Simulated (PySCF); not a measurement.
**C2H7FSi2: NMR shifts and electronic excitations at several levels of theory**

Aim: compute the NMR shifts and electronic excitations of C2H7FSi2 (`F[SiH]1C[SiH2]C1`) at several levels, and see how far they spread and what each costs.

Computed with PySCF 2.14.0, with density-fitted response routines of our own, on a single molecule in the gas phase. Atoms are numbered from 0 throughout.

## 1. Starting geometry

12 atoms, charge 0, multiplicity 1; geometry from: PBE0-D3(BJ)/def2-SVP.

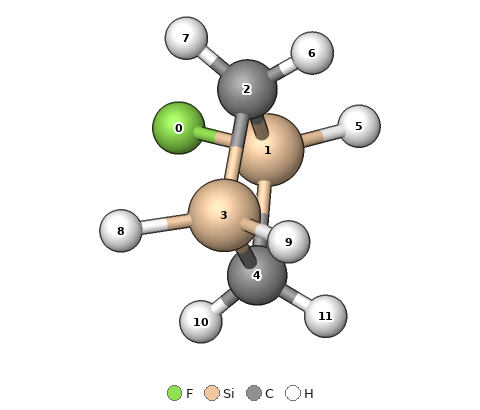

The starting geometry (fluorine green, silicon light orange, carbon grey, hydrogen white), atoms numbered; sticks join atoms by distance.

## 2. NMR shieldings: PBE0/6-31G*

What the job is given:

```
{"job": {"kind": "nmr", "xc": "PBE0", "basis": "6-31G*", "pop": true}, "charge": 0, "multiplicity": 1}
F      1.332585     0.140927     2.141309
Si     1.175111    -0.123254     0.539621
C     -0.218661    -1.338836     0.172580
Si    -1.212289     0.133504    -0.528383
C      0.277537     1.305420    -0.301241
H      2.531843    -0.469374     0.024993
H      0.046005    -2.104792    -0.574272
H     -0.655892    -1.846933     1.045469
H     -2.380009     0.504097     0.326836
H     -1.665284    -0.037426    -1.942594
H      0.100874     2.190045     0.329459
H      0.742840     1.641362    -1.241594
```

Method: GIAO PBE0/6-31G* NMR shielding, non-relativistic, gas phase.

On the command line:

```bash
OMP_NUM_THREADS=1 python probes_run.py task.json out
```

The driver reads the jobs from task.json and runs them one after another.

The log of the run:

```text
coarse grid: 10848 points
cycle   1  E = -758.7920206976  dE =  3.208e-01  |g| = 6.690e-01  |ddm| = 2.972e+00
cycle   2  E = -758.7224550139  dE =  6.957e-02  |g| = 9.121e-01  |ddm| = 1.409e+00
cycle   3  E = -758.8837110466  dE = -1.613e-01  |g| = 7.557e-02  |ddm| = 8.665e-01
cycle   4  E = -758.8846308609  dE = -9.198e-04  |g| = 3.053e-02  |ddm| = 8.908e-02
cycle   5  E = -758.8848611447  dE = -2.303e-04  |g| = 3.361e-03  |ddm| = 3.558e-02
cycle   6  E = -758.8848646796  dE = -3.535e-06  |g| = 7.707e-04  |ddm| = 5.926e-03
final grid: 95480 points
cycle   7  E = -758.8408816434  dE = -1.144e-05  |g| = 5.991e-03  |ddm| = 1.265e-02
cycle   8  E = -758.8408751116  dE =  6.532e-06  |g| = 7.850e-03  |ddm| = 1.378e-02
cycle   9  E = -758.8408914965  dE = -1.638e-05  |g| = 4.973e-04  |ddm| = 7.926e-03
cycle  10  E = -758.8408915355  dE = -3.901e-08  |g| = 1.265e-04  |ddm| = 4.827e-04
cycle  11  E = -758.8408915383  dE = -2.715e-09  |g| = 2.166e-05  |ddm| = 1.307e-04
cycle  12  E = -758.8408915384  dE = -1.417e-10  |g| = 4.779e-06  |ddm| = 3.301e-05
converged SCF energy = -758.8408915384

GIAO shielding tensors (ppm)
atom      isotropic    diamagn.    paramagn.     s11        s22        s33       span
  0 F      352.916     467.538    -114.623    316.852    358.926    382.969     66.117
  1 Si     376.186     878.618    -502.433    344.149    370.487    413.921     69.772
  2 C      191.695     253.985     -62.290    177.152    191.493    206.440     29.288
  3 Si     432.787     882.118    -449.332    412.128    423.323    462.909     50.781
  4 C      191.794     253.963     -62.169    177.268    191.528    206.586     29.318
  5 H       25.809      29.065      -3.256     22.566     23.577     31.284      8.718
  6 H       31.421      29.682       1.740     27.414     28.599     38.251     10.837
  7 H       31.304      29.537       1.768     27.625     27.715     38.573     10.947
  8 H       26.883      29.857      -2.974     23.766     25.035     31.848      8.082
  9 H       26.972      29.674      -2.702     23.866     25.137     31.913      8.047
 10 H       31.311      29.548       1.763     27.645     27.749     38.539     10.895
 11 H       31.423      29.668       1.754     27.391     28.583     38.294     10.903
```

It took 8 s on 1 thread of Arm Neoverse V1, shared host; peak memory 0.53 GiB.

The references, computed at this level on geometries of the same kind, shield at (ppm): ¹H TMS 31.96, ¹³C TMS 194.1, ²⁹Si TMS 418.1, ¹⁹F CFCl3 198.9. Their shielding less the atom's gives the shift. The references are single molecules in the gas phase, so shifts against H2O, NH3, PH3, H3PO4 or CFCl3 are not on the usual liquid scales and can be off by tens of ppm. Atoms listed in one row are averaged.

```csv
atoms,environment,σ (ppm),δ (ppm)
"C2, C4",sp3 CH2 bonded to 2 Si,191.7,2.4
H5,"hydrogen on a silicon bonded to 2 C, F, in a 4-membered ring",25.81,6.15
H8,"hydrogen on a silicon bonded to 2 C, in a 4-membered ring",26.88,5.08
H9,"hydrogen on a silicon bonded to 2 C, in a 4-membered ring",26.97,4.99
"H7, H10",hydrogen on an sp3 CH2 bonded to 2 Si,31.31,0.66
"H6, H11",hydrogen on an sp3 CH2 bonded to 2 Si,31.42,0.54
F0,fluorine bonded to Si,352.9,-154.0
Si1,"silicon bonded to 2 C, F, H, in a 4-membered ring",376.2,41.9
Si3,"silicon bonded to 2 C, 2 H, in a 4-membered ring",432.8,-14.7
```

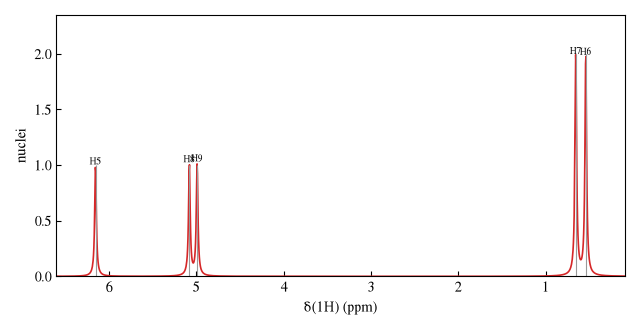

¹H lines at the computed shifts, without couplings. Lines are broadened to a width of 0.02 ppm (Lorentzian).

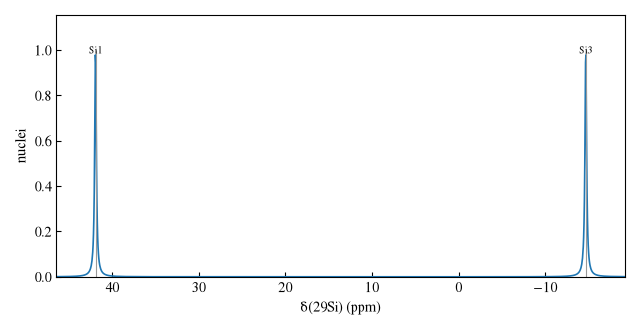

²⁹Si lines at the computed shifts, without couplings. Lines are broadened to a width of 0.23 ppm (Lorentzian).

The run also stored atomic charges by several schemes (e):

```csv
atoms,Mulliken,IAO,Hirshfeld,ESP fit
F0,-0.40,-0.52,-0.21,-0.30
Si1,0.86,1.21,0.41,0.72
"C2, C4",-0.81,-0.87,-0.25,-0.57
Si3,0.49,0.74,0.31,0.48
```

Mulliken charges:

```csv
atom,value (e)
F0,-0.40
Si1,0.86
C2,-0.81
Si3,0.49
C4,-0.81
H5,-0.10
H6,0.22
H7,0.23
H8,-0.06
H9,-0.07
H10,0.23
H11,0.22
```

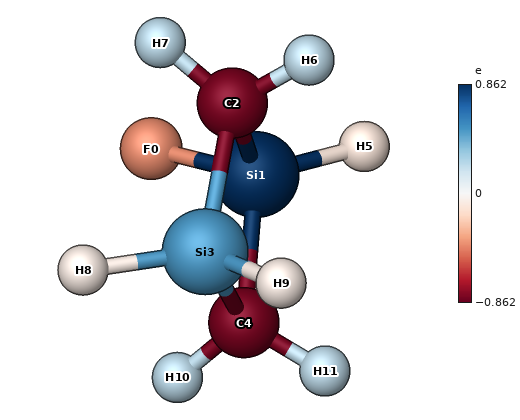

Mulliken charges, as colours on the atoms.

Mayer bond orders: F0–Si1 0.98, Si1–C2 0.92, C2–Si3 0.93, Si3–C4 0.93, C4–Si1 0.92.

Ring of atoms Si1, C2, Si3, C4: NICS(0) -0.4, NICS(1) -1.6, NICS(1)zz 3.1 ppm (means of both faces).

## 3. NMR shieldings: PBE0/6-311+G(2d,p)

The job, as its differences from that of step 2:

```diff
@@ -1,2 +1,2 @@
-{"job": {"kind": "nmr", "xc": "PBE0", "basis": "6-31G*", "pop": true}, "charge": 0, "multiplicity": 1}
+{"job": {"kind": "nmr", "xc": "PBE0", "basis": "6-311+G(2d,p)", "pop": true}, "charge": 0, "multiplicity": 1}
 F      1.332585     0.140927     2.141309
```

Level: GIAO PBE0/6-311+G(2d,p) NMR shielding, non-relativistic, gas phase.

The log of the run:

```text
coarse grid: 10848 points
cycle   1  E = -758.8622475692  dE =  2.952e-01  |g| = 6.938e-01  |ddm| = 2.763e+00
cycle   2  E = -758.7795464010  dE =  8.270e-02  |g| = 9.841e-01  |ddm| = 9.873e-01
cycle   3  E = -758.9519456622  dE = -1.724e-01  |g| = 9.532e-02  |ddm| = 5.900e-01
cycle   4  E = -758.9531426650  dE = -1.197e-03  |g| = 3.923e-02  |ddm| = 7.397e-02
cycle   5  E = -758.9534740489  dE = -3.314e-04  |g| = 6.803e-03  |ddm| = 3.126e-02
cycle   6  E = -758.9534843542  dE = -1.031e-05  |g| = 1.271e-03  |ddm| = 7.082e-03
cycle   7  E = -758.9534848280  dE = -4.737e-07  |g| = 2.273e-04  |ddm| = 1.718e-03
final grid: 95480 points
cycle   8  E = -758.9605729598  dE = -3.040e-05  |g| = 5.998e-03  |ddm| = 2.839e-02
cycle   9  E = -758.9605678633  dE =  5.097e-06  |g| = 7.521e-03  |ddm| = 9.874e-03
cycle  10  E = -758.9605815675  dE = -1.370e-05  |g| = 2.721e-04  |ddm| = 5.346e-03
cycle  11  E = -758.9605815852  dE = -1.766e-08  |g| = 1.272e-04  |ddm| = 4.386e-04
cycle  12  E = -758.9605815893  dE = -4.143e-09  |g| = 3.516e-05  |ddm| = 1.479e-04
cycle  13  E = -758.9605815895  dE = -1.676e-10  |g| = 1.438e-05  |ddm| = 2.606e-05
converged SCF energy = -758.9605815895

GIAO shielding tensors (ppm)
atom      isotropic    diamagn.    paramagn.     s11        s22        s33       span
  0 F      350.105     464.628    -114.523    315.889    359.183    375.242     59.352
  1 Si     316.155     874.523    -558.368    278.656    313.052    356.755     78.099
  2 C      183.223     246.229     -63.006    166.582    183.876    199.212     32.630
  3 Si     383.452     878.424    -494.972    358.785    372.655    418.917     60.131
  4 C      183.340     246.176     -62.837    166.683    183.977    199.359     32.676
  5 H       25.293      27.928      -2.636     22.352     23.193     30.333      7.980
  6 H       30.774      29.785       0.989     27.159     28.226     36.936      9.778
  7 H       30.694      29.865       0.829     27.365     27.490     37.229      9.864
  8 H       26.372      29.146      -2.774     23.372     24.558     31.187      7.815
  9 H       26.382      28.876      -2.494     23.531     24.549     31.065      7.534
 10 H       30.698      29.870       0.827     27.380     27.516     37.197      9.817
 11 H       30.776      29.781       0.995     27.140     28.215     36.973      9.833
```

Wall time 20 s (1 thread of Arm Neoverse V1, shared host); peak memory 0.91 GiB.

In short: δ C2 3.2, F0 -175.4, Si1 28.3, Si3 -39.0, H5 6.22, H8 5.14 ppm (means over like atoms).

## 4. NMR shieldings: PBE0/def2-SVP

The job, as its differences from that of step 3:

```diff
@@ -1,2 +1,2 @@
-{"job": {"kind": "nmr", "xc": "PBE0", "basis": "6-311+G(2d,p)", "pop": true}, "charge": 0, "multiplicity": 1}
+{"job": {"kind": "nmr", "xc": "PBE0", "basis": "def2-SVP", "pop": true}, "charge": 0, "multiplicity": 1}
 F      1.332585     0.140927     2.141309
```

Method: GIAO PBE0/def2-SVP NMR shielding, non-relativistic, gas phase.

The log of the run:

```text
coarse grid: 10848 points
cycle   1  E = -758.3797569721  dE =  2.853e-01  |g| = 6.479e-01  |ddm| = 3.331e+00
cycle   2  E = -758.3131432382  dE =  6.661e-02  |g| = 8.890e-01  |ddm| = 1.546e+00
cycle   3  E = -758.4661953032  dE = -1.531e-01  |g| = 7.263e-02  |ddm| = 9.450e-01
cycle   4  E = -758.4670390041  dE = -8.437e-04  |g| = 3.048e-02  |ddm| = 9.234e-02
cycle   5  E = -758.4672666451  dE = -2.276e-04  |g| = 4.240e-03  |ddm| = 3.620e-02
cycle   6  E = -758.4672719499  dE = -5.305e-06  |g| = 9.255e-04  |ddm| = 6.987e-03
final grid: 95480 points
cycle   7  E = -758.5622216811  dE = -1.012e-05  |g| = 5.591e-03  |ddm| = 1.462e-02
cycle   8  E = -758.5622158562  dE =  5.825e-06  |g| = 7.266e-03  |ddm| = 1.339e-02
cycle   9  E = -758.5622302736  dE = -1.442e-05  |g| = 4.196e-04  |ddm| = 7.696e-03
cycle  10  E = -758.5622303015  dE = -2.794e-08  |g| = 1.080e-04  |ddm| = 4.712e-04
cycle  11  E = -758.5622303036  dE = -2.078e-09  |g| = 1.597e-05  |ddm| = 1.174e-04
cycle  12  E = -758.5622303037  dE = -8.617e-11  |g| = 3.006e-06  |ddm| = 2.669e-05
converged SCF energy = -758.5622303037

GIAO shielding tensors (ppm)
atom      isotropic    diamagn.    paramagn.     s11        s22        s33       span
  0 F      357.677     465.866    -108.190    325.964    364.678    382.388     56.424
  1 Si     386.025     879.509    -493.484    351.291    382.185    424.598     73.306
  2 C      192.728     252.635     -59.907    177.882    193.214    207.089     29.207
  3 Si     447.912     881.443    -433.531    422.486    437.232    484.017     61.531
  4 C      192.832     252.611     -59.779    177.998    193.260    207.240     29.242
  5 H       25.522      28.958      -3.435     22.374     23.319     30.874      8.499
  6 H       30.777      30.284       0.493     26.910     27.981     37.438     10.528
  7 H       30.661      30.200       0.460     27.035     27.188     37.760     10.725
  8 H       26.491      29.532      -3.041     23.461     24.534     31.480      8.019
  9 H       26.545      29.325      -2.780     23.561     24.621     31.452      7.891
 10 H       30.664      30.202       0.461     27.055     27.209     37.728     10.673
 11 H       30.778      30.279       0.499     26.888     27.968     37.478     10.591
```

Wall time 9 s (1 thread of Arm Neoverse V1, shared host); peak memory 0.61 GiB.

This run: δ C2 0.9, F0 -143.0, Si1 21.1, Si3 -40.7, H5 5.82, H8 4.85 ppm (means over like atoms).

## 5. Shielding tensors: PBE0/def2-TZVP

The job, as its differences from that of step 4:

```diff
@@ -1,2 +1,2 @@
-{"job": {"kind": "nmr", "xc": "PBE0", "basis": "def2-SVP", "pop": true}, "charge": 0, "multiplicity": 1}
+{"job": {"kind": "nmr", "xc": "PBE0", "basis": "def2-TZVP", "pop": true}, "charge": 0, "multiplicity": 1}
 F      1.332585     0.140927     2.141309
```

With the program's defaults for keys left out, this is: GIAO PBE0/def2-TZVP NMR shielding, non-relativistic, gas phase.

The log of the run:

```text
coarse grid: 10848 points
cycle   1  E = -758.8943371741  dE =  2.952e-01  |g| = 6.878e-01  |ddm| = 2.606e+00
cycle   2  E = -758.8137623379  dE =  8.057e-02  |g| = 9.774e-01  |ddm| = 1.056e+00
cycle   3  E = -758.9842319757  dE = -1.705e-01  |g| = 8.698e-02  |ddm| = 6.669e-01
cycle   4  E = -758.9852434100  dE = -1.011e-03  |g| = 3.779e-02  |ddm| = 7.061e-02
cycle   5  E = -758.9855484505  dE = -3.050e-04  |g| = 6.167e-03  |ddm| = 2.794e-02
cycle   6  E = -758.9855572397  dE = -8.789e-06  |g| = 1.181e-03  |ddm| = 6.230e-03
final grid: 95480 points
cycle   7  E = -758.9827539933  dE = -3.123e-05  |g| = 6.256e-03  |ddm| = 2.686e-02
cycle   8  E = -758.9827477451  dE =  6.248e-06  |g| = 7.912e-03  |ddm| = 1.049e-02
cycle   9  E = -758.9827635610  dE = -1.582e-05  |g| = 2.667e-04  |ddm| = 5.798e-03
cycle  10  E = -758.9827635713  dE = -1.034e-08  |g| = 2.140e-04  |ddm| = 3.310e-04
cycle  11  E = -758.9827635784  dE = -7.027e-09  |g| = 4.079e-05  |ddm| = 1.220e-04
cycle  12  E = -758.9827635787  dE = -3.042e-10  |g| = 7.879e-06  |ddm| = 3.109e-05
converged SCF energy = -758.9827635787

GIAO shielding tensors (ppm)
atom      isotropic    diamagn.    paramagn.     s11        s22        s33       span
  0 F      342.863     466.593    -123.730    303.026    360.789    364.775     61.749
  1 Si     305.626     875.121    -569.495    269.340    302.933    344.605     75.265
  2 C      183.825     246.927     -63.101    167.176    184.615    199.685     32.508
  3 Si     371.251     877.811    -506.559    346.796    359.538    407.420     60.624
  4 C      183.941     246.900     -62.959    167.272    184.714    199.838     32.566
  5 H       25.210      28.586      -3.376     22.362     23.099     30.169      7.806
  6 H       30.771      29.217       1.554     27.131     28.269     36.913      9.782
  7 H       30.701      29.170       1.531     27.364     27.575     37.164      9.800
  8 H       26.308      29.381      -3.073     23.324     24.521     31.079      7.755
  9 H       26.301      29.133      -2.831     23.455     24.475     30.974      7.519
 10 H       30.706      29.182       1.525     27.384     27.603     37.132      9.748
 11 H       30.772      29.209       1.563     27.111     28.256     36.950      9.839
```

It took 23 s on 1 thread of Arm Neoverse V1, shared host; peak memory 0.96 GiB.

This run: δ C2 2.8, F0 -164.0, Si1 25.9, Si3 -39.7, H5 6.27, H9 5.18 ppm (means over like atoms).

## 6. NMR shieldings: PBE0/cc-pVDZ

The job, as its differences from that of step 5:

```diff
@@ -1,2 +1,2 @@
-{"job": {"kind": "nmr", "xc": "PBE0", "basis": "def2-TZVP", "pop": true}, "charge": 0, "multiplicity": 1}
+{"job": {"kind": "nmr", "xc": "PBE0", "basis": "cc-pVDZ", "pop": true}, "charge": 0, "multiplicity": 1}
 F      1.332585     0.140927     2.141309
```

Level: GIAO PBE0/cc-pVDZ NMR shielding, non-relativistic, gas phase.

The log of the run:

```text
coarse grid: 10848 points
cycle   1  E = -758.7726445807  dE =  3.659e-01  |g| = 6.573e-01  |ddm| = 6.020e+00
cycle   2  E = -758.7023884386  dE =  7.026e-02  |g| = 9.073e-01  |ddm| = 2.466e+00
cycle   3  E = -758.8612506428  dE = -1.589e-01  |g| = 7.591e-02  |ddm| = 1.333e+00
cycle   4  E = -758.8621830482  dE = -9.324e-04  |g| = 3.089e-02  |ddm| = 1.507e-01
cycle   5  E = -758.8624173210  dE = -2.343e-04  |g| = 4.331e-03  |ddm| = 5.729e-02
cycle   6  E = -758.8624229240  dE = -5.603e-06  |g| = 1.012e-03  |ddm| = 1.389e-02
final grid: 95480 points
cycle   7  E = -758.8745206808  dE = -8.656e-06  |g| = 6.085e-03  |ddm| = 3.712e-02
cycle   8  E = -758.8745135249  dE =  7.156e-06  |g| = 7.976e-03  |ddm| = 2.491e-02
cycle   9  E = -758.8745309172  dE = -1.739e-05  |g| = 4.967e-04  |ddm| = 1.412e-02
cycle  10  E = -758.8745309562  dE = -3.903e-08  |g| = 1.359e-04  |ddm| = 7.986e-04
cycle  11  E = -758.8745309594  dE = -3.206e-09  |g| = 2.001e-05  |ddm| = 2.190e-04
cycle  12  E = -758.8745309595  dE = -1.189e-10  |g| = 5.429e-06  |ddm| = 6.856e-05
converged SCF energy = -758.8745309595

GIAO shielding tensors (ppm)
atom      isotropic    diamagn.    paramagn.     s11        s22        s33       span
  0 F      362.720     465.611    -102.891    321.409    371.416    395.335     73.926
  1 Si     390.952     882.140    -491.188    357.456    388.086    427.315     69.859
  2 C      194.344     247.186     -52.842    179.079    194.983    208.971     29.892
  3 Si     451.163     883.773    -432.609    426.828    441.387    485.274     58.446
  4 C      194.447     247.163     -52.716    179.191    195.022    209.128     29.937
  5 H       25.400      29.197      -3.798     22.162     23.140     30.897      8.735
  6 H       30.610      29.481       1.130     26.878     27.907     37.047     10.169
  7 H       30.525      29.360       1.165     26.993     27.120     37.462     10.468
  8 H       26.450      29.819      -3.369     23.313     24.458     31.579      8.266
  9 H       26.486      29.591      -3.104     23.473     24.501     31.484      8.011
 10 H       30.527      29.360       1.167     27.018     27.135     37.430     10.412
 11 H       30.613      29.478       1.135     26.857     27.897     37.086     10.229
```

Wall time 9.9 s (1 thread of Arm Neoverse V1, shared host); peak memory 0.64 GiB.

In short: δ C2 2.4, F0 -161.8, Si1 27.7, Si3 -32.6, H5 5.89, H8 4.84 ppm (means over like atoms).

## 7. Nuclear shieldings: PBE0/cc-pVTZ

The job, as its differences from that of step 6:

```diff
@@ -1,2 +1,2 @@
-{"job": {"kind": "nmr", "xc": "PBE0", "basis": "cc-pVDZ", "pop": true}, "charge": 0, "multiplicity": 1}
+{"job": {"kind": "nmr", "xc": "PBE0", "basis": "cc-pVTZ", "pop": true}, "charge": 0, "multiplicity": 1}
 F      1.332585     0.140927     2.141309
```

Method: GIAO PBE0/cc-pVTZ NMR shielding, non-relativistic, gas phase.

The log of the run:

```text
coarse grid: 10848 points
cycle   1  E = -758.8774776291  dE =  3.056e-01  |g| = 6.887e-01  |ddm| = 6.349e+00
cycle   2  E = -758.7986060976  dE =  7.887e-02  |g| = 9.769e-01  |ddm| = 2.179e+00
cycle   3  E = -758.9680976405  dE = -1.695e-01  |g| = 8.349e-02  |ddm| = 1.240e+00
cycle   4  E = -758.9690295797  dE = -9.319e-04  |g| = 3.739e-02  |ddm| = 1.518e-01
cycle   5  E = -758.9693253674  dE = -2.958e-04  |g| = 5.780e-03  |ddm| = 5.942e-02
cycle   6  E = -758.9693335899  dE = -8.222e-06  |g| = 1.228e-03  |ddm| = 1.201e-02
final grid: 95480 points
cycle   7  E = -758.9761363590  dE = -3.823e-05  |g| = 6.329e-03  |ddm| = 7.066e-02
cycle   8  E = -758.9761294217  dE =  6.937e-06  |g| = 8.129e-03  |ddm| = 2.357e-02
cycle   9  E = -758.9761464235  dE = -1.700e-05  |g| = 4.426e-04  |ddm| = 1.332e-02
cycle  10  E = -758.9761464478  dE = -2.431e-08  |g| = 2.773e-04  |ddm| = 8.129e-04
cycle  11  E = -758.9761464584  dE = -1.062e-08  |g| = 3.463e-05  |ddm| = 3.117e-04
cycle  12  E = -758.9761464587  dE = -3.333e-10  |g| = 6.837e-06  |ddm| = 6.352e-05
converged SCF energy = -758.9761464587

GIAO shielding tensors (ppm)
atom      isotropic    diamagn.    paramagn.     s11        s22        s33       span
  0 F      350.478     463.310    -112.833    309.284    365.701    376.448     67.164
  1 Si     331.170     886.088    -554.918    294.984    326.861    371.665     76.681
  2 C      184.951     243.467     -58.517    168.184    185.888    200.781     32.597
  3 Si     396.187     888.137    -491.950    374.376    384.284    429.900     55.524
  4 C      185.062     243.439     -58.377    168.279    185.978    200.930     32.651
  5 H       25.223      28.736      -3.513     22.237     23.099     30.331      8.094
  6 H       30.570      29.290       1.279     26.832     27.958     36.919     10.087
  7 H       30.523      29.214       1.308     27.081     27.292     37.195     10.115
  8 H       26.334      29.513      -3.179     23.309     24.482     31.211      7.903
  9 H       26.323      29.271      -2.947     23.411     24.436     31.123      7.712
 10 H       30.527      29.229       1.298     27.104     27.316     37.162     10.058
 11 H       30.571      29.275       1.296     26.811     27.945     36.957     10.146
```

Run time: 33 s. Hardware: 1 thread of Arm Neoverse V1, shared host; peak memory 0.9 GiB.

In short: δ C2 2.3, F0 -167.9, Si1 28.8, Si3 -36.2, H5 6.07, H9 4.97 ppm (means over like atoms).

(Part 1 of 2 ends here.)
